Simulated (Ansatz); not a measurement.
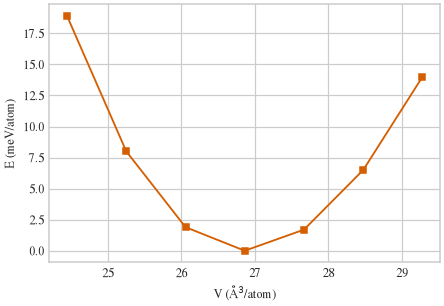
Figure: Mg (simple cubic, Pm-3m) under volume change, the program Ansatz at the r²SCAN level (PAW), scaled uniformly.

**Question.** What does a third-order Birch–Murnaghan fit give for V₀, B₀ and B′?

**Answer.** V₀ = 26.86 Å³/atom, B₀ = 23.8 GPa, B′ = 4.2.

A made-up cell: these elements were put on the sites of a structure type; neither database checked (COD, Materials Project) lists it. It is not the phase usual at ambient conditions (space group No. 194). The cell was relaxed with r²SCAN under the symmetry of its start. At this level the phase is mechanically unstable.

Potentials: the later of the program's two PAW sets.
